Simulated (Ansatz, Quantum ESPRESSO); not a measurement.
## CaH2S2 (P-3m1): zone-centre phonons

Aim: the zone-centre modes of CaH2S2 (P-3m1).

Calculated with Quantum ESPRESSO 7.5; DFT PBE, scalar-relativistic, plane waves, PseudoDojo norm-conserving pseudopotentials.

The structure was built from a prototype and need not be the compound's stable phase.

**1. Set-up**

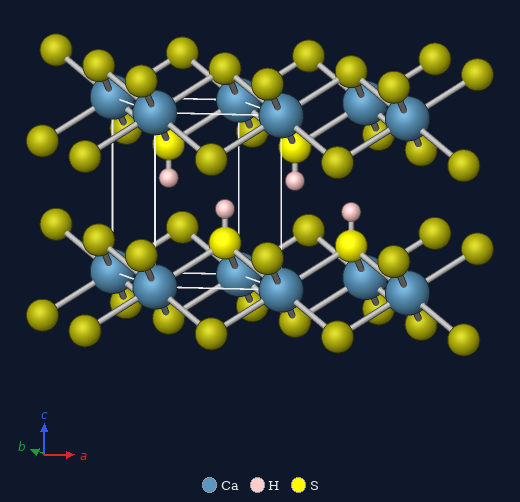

Start, viewed slightly off an axis; calcium blue, hydrogen pink, sulfur yellow. 2×1×1 cells are drawn. Some periodic images of atoms are drawn too.

**2. A probe with smearing**

Before anything dear is run, a loose run with smearing shows whether this is a metal and how far the cell is from rest.

Input file probe.in:

```
&control
   calculation = 'scf'
   prefix = 'x'
   outdir = './tmp'
   pseudo_dir = './pseudo'
   tprnfor = .true.
   tstress = .true.
   verbosity = 'high'
/
&system
   ibrav = 0
   nat = 5
   ntyp = 3
   ecutwfc = 72.0
   occupations = 'smearing'
   smearing = 'gaussian'
   degauss = 0.01
/
&electrons
   conv_thr = 1.0d-07
   mixing_beta = 0.7
   electron_maxstep = 100
/
ATOMIC_SPECIES
 Ca     40.0780  Ca.upf
 H       1.0080  H.upf
 S      32.0600  S.upf
CELL_PARAMETERS angstrom
     3.837938470    0.000000000    0.000000000
    -1.918969230    3.323752210    0.000000000
     0.000000000    0.000000000    5.251630000
ATOMIC_POSITIONS crystal
 Ca     0.000000000   0.000000000   0.000000000
 H      0.333333330   0.666666670   0.571500000
 H      0.666666670   0.333333330   0.428500000
 S      0.333333330   0.666666670   0.765900000
 S      0.666666670   0.333333330   0.234100000
K_POINTS automatic
 6 6 4 0 0 0
```

The run is started by

```sh
$ OMP_NUM_THREADS=1 mpirun -n 4 pw.x -nk 4 -in probe.in > probe.out
```

The program printed:

```text
[banners, grids, parts of the stress and lines that vanish by symmetry left out]
Program PWSCF v.7.5
     Message from routine setup:
     using ibrav=0 with symmetry is DISCOURAGED, use correct ibrav instead
[...]
kinetic-energy cutoff     =      72.0000  Ry
     charge density cutoff     =     288.0000  Ry
     scf convergence threshold =      1.0E-07
[...]
Exchange-correlation= PBE
                           (   1   4   3   4   0   0   0)
[...]
12 Sym. Ops., with inversion, found
[...]
(     0          1          0      )
                  (     0          0          1      )
[...]
(  0.0000000  1.0000000  0.0000000 )
                  (  0.0000000  0.0000000  1.0000000 )
[...]
(    -1         -1          0      )
                  (     0          0         -1      )
[...]
( -0.8660254 -0.5000000  0.0000000 )
                  (  0.0000000  0.0000000  1.0000000 )
[...]
number of k points=    24  Gaussian smearing, width (Ry)=  0.0100
[...]
End of self-consistent calculation
[...]
the Fermi energy is     7.2414 ev
!    total energy              =    -123.61900219 Ry
[...]
convergence has been achieved in   7 iterations
[...]
atom    1 type  1   force =     0.00000000    0.00000000    0.00000000
     atom    2 type  2   force =    -0.00000000    0.00000000   -0.79687502
     atom    3 type  2   force =     0.00000000    0.00000000    0.79687502
     atom    4 type  3   force =    -0.00000000   -0.00000000    0.70964355
     atom    5 type  3   force =     0.00000000    0.00000000   -0.70964355
[...]
Total force =     1.509042     Total SCF correction =     0.000822
[...]
total   stress  (Ry/bohr**3)                   (kbar)     P=      570.58
[...]
XML data file, charge density, pseudopotentials, collected wavefunctions

   JOB DONE.
```

It took 9.2 s on 4 MPI ranks of Intel Xeon 6975P-C (Granite Rapids), shared host; 34 s of CPU time.

Read from the output:

- volume per atom: 13.40 Å³
- pressure: 57.06 GPa
- gap on the k-mesh: 2.692 eV

A gap of 2.7 eV opens on this mesh, so the crystal is taken as an insulator; the start stands at 57 GPa.

**3. Relaxing the cell and atoms**

The relaxation runs at a cutoff a fifth above that of the response, since stress converges more slowly with the basis than frequencies do. Forces and stress are brought to rest with tight thresholds.

relax.in, as its differences from probe.in of step 2:

```diff
@@ -1,3 +1,3 @@
 &control
-   calculation = 'scf'
+   calculation = 'vc-relax'
    prefix = 'x'
@@ -7,3 +7,5 @@
    tstress = .true.
-   verbosity = 'high'
+   forc_conv_thr = 2.0d-05
+   etot_conv_thr = 1.0d-07
+   nstep = 40
 /
@@ -13,11 +15,15 @@
    ntyp = 3
-   ecutwfc = 72.0
-   occupations = 'smearing'
-   smearing = 'gaussian'
-   degauss = 0.01
+   ecutwfc = 86
+   occupations = 'fixed'
+   nbnd = 14
 /
 &electrons
-   conv_thr = 1.0d-07
+   conv_thr = 1.0d-11
    mixing_beta = 0.7
    electron_maxstep = 100
+/
+&ions
+/
+&cell
+   press_conv_thr = 0.2
 /
```

The run is started by

```sh
$ OMP_NUM_THREADS=1 mpirun -n 4 pw.x -nk 4 -in relax.in > relax.out
```

The program printed:

```text
[banners, grids, parts of the stress and lines that vanish by symmetry left out]
[banner, memory and clock lines left out]
Program PWSCF v.7.5

[...]
kinetic-energy cutoff     =      86.0000  Ry
     charge density cutoff     =     344.0000  Ry
     scf convergence threshold =      1.0E-11
[...]
energy convergence thresh.=      1.0E-07
     force convergence thresh. =      2.0E-05
     press convergence thresh. =      2.0E-01
     Exchange-correlation= PBE
                           (   1   4   3   4   0   0   0)
[...]
12 Sym. Ops., with inversion, found
[...]
number of k points=    24
[...]
End of self-consistent calculation
[...]
highest occupied, lowest unoccupied level (ev):     6.0392    8.7319
!    total energy              =    -123.61910115 Ry
[...]
convergence has been achieved in  13 iterations
[...]
atom    1 type  1   force =     0.00000000    0.00000000    0.00000000
     atom    2 type  2   force =    -0.00000000   -0.00000000   -0.79677108
     atom    3 type  2   force =    -0.00000000   -0.00000000    0.79677108
     atom    4 type  3   force =     0.00000000    0.00000000    0.70950472
     atom    5 type  3   force =     0.00000000    0.00000000   -0.70950472
     Total force =     1.508802     Total SCF correction =     0.000002
[...]
total   stress  (Ry/bohr**3)                   (kbar)     P=      570.72
[...]
number of bfgs steps    =   0
[...]
CELL_PARAMETERS (angstrom)
[...]
ATOMIC_POSITIONS (crystal)
Ca               0.0000000000        0.0000000000        0.0000000000
H                0.3333333300        0.6666666700        0.5250695728
H                0.6666666700        0.3333333300        0.4749304272
S                0.3333333300        0.6666666700        0.8072451341
[...]
New effective cutoffs (rho, wfc):  326.80   81.73
[...]
End of self-consistent calculation
[...]
highest occupied, lowest unoccupied level (ev):     4.5715    6.8851
!    total energy              =    -123.90492497 Ry
[...]
convergence has been achieved in  12 iterations
[...]
atom    1 type  1   force =     0.00000000    0.00000000    0.00000000
     atom    2 type  2   force =    -0.00000000    0.00000000    0.12574100
     atom    3 type  2   force =     0.00000000    0.00000000   -0.12574100
     atom    4 type  3   force =     0.00000000    0.00000000   -0.22555324
     atom    5 type  3   force =    -0.00000000    0.00000000    0.22555324
     Total force =     0.365199     Total SCF correction =     0.000002
[...]
total   stress  (Ry/bohr**3)                   (kbar)     P=      104.83
[...]
number of bfgs steps    =   1
[...]
CELL_PARAMETERS (angstrom)
[...]
ATOMIC_POSITIONS (crystal)
[...]
New effective cutoffs (rho, wfc):  303.77   75.98
[...]
End of self-consistent calculation
[...]
highest occupied, lowest unoccupied level (ev):     3.7154    6.6436
!    total energy              =    -124.01990000 Ry
[...]
convergence has been achieved in  10 iterations
[...]
atom    1 type  1   force =    -0.00000000   -0.00000000    0.00000000
     atom    2 type  2   force =    -0.00000000   -0.00000000    0.11028662
     atom    3 type  2   force =    -0.00000000    0.00000000   -0.11028662
     atom    4 type  3   force =     0.00000000    0.00000000   -0.16041415
[...]
atom    5 type  3   force =    -0.00000000   -0.00000000    0.00021104
     Total force =     0.000475     Total SCF correction =     0.000001
[...]
total   stress  (Ry/bohr**3)                   (kbar)     P=        1.27
[...]
number of bfgs steps    =  20
[...]
highest occupied, lowest unoccupied level (ev):     1.9462    5.5688
!    total energy              =    -124.10838915 Ry
[...]
convergence has been achieved in   9 iterations
[...]
atom    1 type  1   force =     0.00000000    0.00000000    0.00000000
     atom    2 type  2   force =     0.00000000    0.00000000    0.00001054
[...]
Total force =     0.000379     Total SCF correction =     0.000001
[...]
total   stress  (Ry/bohr**3)                   (kbar)     P=        0.52
[...]
number of bfgs steps    =  21
[...]
highest occupied, lowest unoccupied level (ev):     1.9331    5.5582
!    total energy              =    -124.10839156 Ry
[...]
convergence has been achieved in   7 iterations
[...]
Total force =     0.000395     Total SCF correction =     0.000002
[...]
total   stress  (Ry/bohr**3)                   (kbar)     P=        0.06
[...]
number of bfgs steps    =  22
[...]
New effective cutoffs (rho, wfc):  261.21   65.35
[...]
highest occupied, lowest unoccupied level (ev):     1.9336    5.5580
!    total energy              =    -124.10839193 Ry
[...]
convergence has been achieved in   7 iterations
[...]
Total force =     0.000190     Total SCF correction =     0.000002
[...]
total   stress  (Ry/bohr**3)                   (kbar)     P=       -0.02
[...]
number of bfgs steps    =  23
[...]
CELL_PARAMETERS (angstrom)
[...]
ATOMIC_POSITIONS (crystal)
[...]
New effective cutoffs (rho, wfc):  261.19   65.35
[...]
End of self-consistent calculation
[...]
highest occupied, lowest unoccupied level (ev):     1.9359    5.5594
!    total energy              =    -124.10839199 Ry
[...]
convergence has been achieved in   8 iterations
[...]
Total force =     0.000024     Total SCF correction =     0.000001
[...]
total   stress  (Ry/bohr**3)                   (kbar)     P=       -0.01
[...]
bfgs converged in  25 scf cycles and  24 bfgs steps
[...]
End of BFGS Geometry Optimization
     Final enthalpy           =    -124.1083919915 Ry
     File ./tmp/x.bfgs deleted, as requested
[...]
CELL_PARAMETERS (angstrom)
[...]
ATOMIC_POSITIONS (crystal)
[...]
S                0.3333333300        0.6666666700        0.7862096962
S                0.6666666700        0.3333333300        0.2137903038
[...]
Final scf calculation at the relaxed structure.
[...]
kinetic-energy cutoff     =      86.0000  Ry
     charge density cutoff     =     344.0000  Ry
     scf convergence threshold =      3.7E-13
[...]
press convergence thresh. =      2.0E-01
     Exchange-correlation= PBE
                           (   1   4   3   4   0   0   0)
[...]
12 Sym. Ops., with inversion, found
[...]
number of k points=    24
[...]
c_bands:  1 eigenvalues not converged
[...]
c_bands:  2 eigenvalues not converged
     c_bands:  2 eigenvalues not converged
[...]
End of self-consistent calculation
[...]
highest occupied, lowest unoccupied level (ev):     1.9358    5.5592
!    total energy              =    -124.10865883 Ry
[...]
convergence has been achieved in  14 iterations
[...]
atom    4 type  3   force =    -0.00000000   -0.00000000   -0.00008970
     atom    5 type  3   force =     0.00000000    0.00000000    0.00008970
     Total force =     0.000177     Total SCF correction =     0.000000
[...]
total   stress  (Ry/bohr**3)                   (kbar)     P=        0.43
[...]
XML data file, charge density, pseudopotentials, collected wavefunctions
```

Wall time 5.3 min (4 MPI ranks); 21 min of CPU time.

Step by step (22 of 26):

```csv
step,energy less that of the first step (eV),largest force (eV/Å),volume (Å³)
1,0.0000,20.4858,66.99
2,-3.8888,5.7992,78.71
3,-5.4531,4.1244,84.99
5,-6.5900,0.9236,93.83
6,-6.6194,0.1613,94.26
7,-6.6299,0.0768,95.63
8,-6.6360,0.1323,97.02
9,-6.6395,0.1338,98.37
11,-6.6453,0.0874,99.88
12,-6.6476,0.0544,100.07
13,-6.6485,0.0242,99.82
14,-6.6490,0.0302,99.61
15,-6.6495,0.0359,99.51
16,-6.6501,0.0414,99.52
18,-6.6523,0.0538,99.95
19,-6.6539,0.0509,100.50
20,-6.6557,0.0359,101.46
21,-6.6570,0.0067,103.02
22,-6.6571,0.0069,103.49
24,-6.6571,0.0027,103.67
25,-6.6571,0.0003,103.64
26,-6.6608,0.0023,103.64
```

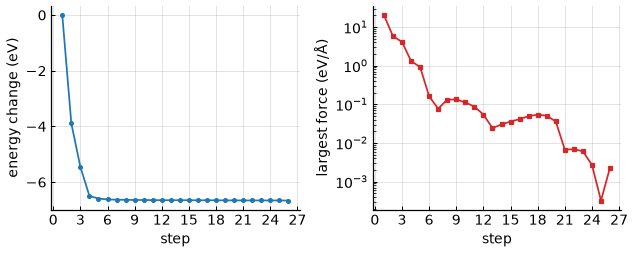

Energy and largest force along the relaxation.

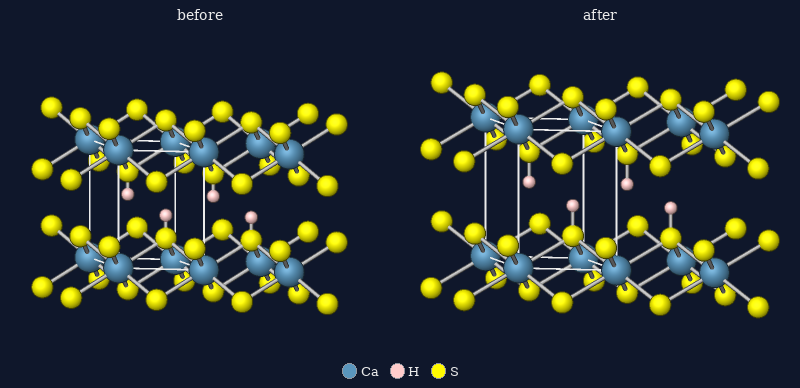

The structure before and after the relaxation, drawn at the same scale.

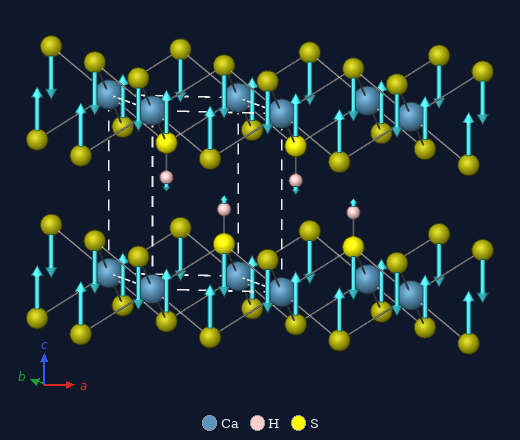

Displacements in the relaxation, exaggerated, measured against the changing cell; the longest in the cell stands for 0.13 Å. 2×1×1 cells are drawn. Some periodic images of atoms are drawn too.

| cell as run | before | after | change |
| --- | --- | --- | --- |
| a (Å) | 3.838 | 4.402 | +14.7 % |
| b (Å) | 3.838 | 4.402 | +14.7 % |
| c (Å) | 5.252 | 6.175 | +17.6 % |
| volume (Å³/atom) | 13.40 | 20.73 | +54.7 % |

The atoms that moved most (Å, as changes of fractional coordinates times the final cell):

| atom | dx | dy | dz | length |
| --- | --- | --- | --- | --- |
| S5 | 0.000 | 0.000 | -0.125 | 0.125 |
| S4 | 0.000 | 0.000 | 0.125 | 0.125 |
| H3 | 0.000 | 0.000 | 0.025 | 0.025 |
| H2 | 0.000 | 0.000 | -0.025 | 0.025 |

The relaxed structure:

```cif
data_structure
_symmetry_space_group_name_H-M 'P 1'
_symmetry_Int_Tables_number 1
_cell_length_a 4.4021
_cell_length_b 4.4021
_cell_length_c 6.1754
_cell_angle_alpha 90.000
_cell_angle_beta 90.000
_cell_angle_gamma 120.000
_cell_volume 103.64
loop_
_atom_site_label
_atom_site_type_symbol
_atom_site_fract_x
_atom_site_fract_y
_atom_site_fract_z
_atom_site_occupancy
Ca1 Ca 0.00000 0.00000 0.00000 1
H2 H 0.33333 0.66667 0.56752 1
H3 H 0.66667 0.33333 0.43248 1
S4 S 0.33333 0.66667 0.78621 1
S5 S 0.66667 0.33333 0.21379 1
```

The last row of the table of steps is pw.x's closing run on a basis chosen anew for the final cell, so its energy can jump.

Read from the output:

```yaml
volume_per_atom: 20.73 Å³
pressure: 0.04300 GPa
gap_on_the_k_mesh: 3.623 eV
```

The volume changes by +54.7 % from the cell with which this run began.

**4. Self-consistent run for the response**

The response is built on this ground state, so it is converged far tighter than an energy would need. With a gap, occupations are fixed, which also allows the response to an electric field.

Input file scf.in:

```
&control
   calculation = 'scf'
   prefix = 'x'
   outdir = './tmp'
   pseudo_dir = './pseudo'
   tprnfor = .true.
   tstress = .true.
/
&system
   ibrav = 0
   nat = 5
   ntyp = 3
   ecutwfc = 72.0
   occupations = 'fixed'
   nbnd = 14
/
&electrons
   conv_thr = 1.0d-12
   mixing_beta = 0.7
   electron_maxstep = 100
/
ATOMIC_SPECIES
 Ca     40.0780  Ca.upf
 H       1.0080  H.upf
 S      32.0600  S.upf
CELL_PARAMETERS angstrom
     4.402097882    0.000000000    0.000000000
    -2.201048938    3.812328598    0.000000000
     0.000000000    0.000000000    6.175351670
ATOMIC_POSITIONS crystal
 Ca     0.000000000   0.000000000   0.000000000
 H      0.333333333   0.666666667   0.567518866
 H      0.666666667   0.333333333   0.432481134
 S      0.333333333   0.666666667   0.786209696
 S      0.666666667   0.333333333   0.213790304
K_POINTS automatic
 6 6 4 0 0 0
```

The run is started by

```sh
$ OMP_NUM_THREADS=1 mpirun -n 4 pw.x -nk 4 -in scf.in > scf.out
```

The program printed:

```text
[banners, grids, parts of the stress and lines that vanish by symmetry left out]
[banner, memory and clock lines left out]
Program PWSCF v.7.5

[...]
kinetic-energy cutoff     =      72.0000  Ry
     charge density cutoff     =     288.0000  Ry
     scf convergence threshold =      1.0E-12
[...]
Exchange-correlation= PBE
                           (   1   4   3   4   0   0   0)
[...]
12 Sym. Ops., with inversion, found
[...]
number of k points=    24
[...]
End of self-consistent calculation
[...]
highest occupied, lowest unoccupied level (ev):     1.9358    5.5593
!    total energy              =    -124.10860367 Ry
[...]
convergence has been achieved in  14 iterations
[...]
atom    1 type  1   force =    -0.00000000    0.00000000    0.00000000
     atom    2 type  2   force =     0.00000000    0.00000000    0.00006485
     atom    3 type  2   force =     0.00000000    0.00000000   -0.00006485
     atom    4 type  3   force =     0.00000000    0.00000000   -0.00006703
     atom    5 type  3   force =    -0.00000000    0.00000000    0.00006703
     Total force =     0.000132     Total SCF correction =     0.000002
[...]
total   stress  (Ry/bohr**3)                   (kbar)     P=        0.35
[...]
XML data file, charge density, pseudopotentials, collected wavefunctions
```

The job ended after 21 s (4 MPI ranks).

Read from the output:

```yaml
pressure: 0.03500 GPa
gap_on_the_k_mesh: 3.624 eV
```

The cell stands at 0.035 GPa, close enough for phonons.

[end of part 1 of 3]

[Host names and launcher messages were left out of these logs when they were recorded.]

[Logs are printed without paths, hosts, clocks, repeated set-up lines and the standing remarks that a program may print on its own settings, such as how far it seeks lower states.]

[Hosts, paths, dates, database ids (printed as entryN), source tags and the programs' standing remarks are cut or masked in the printed files.]
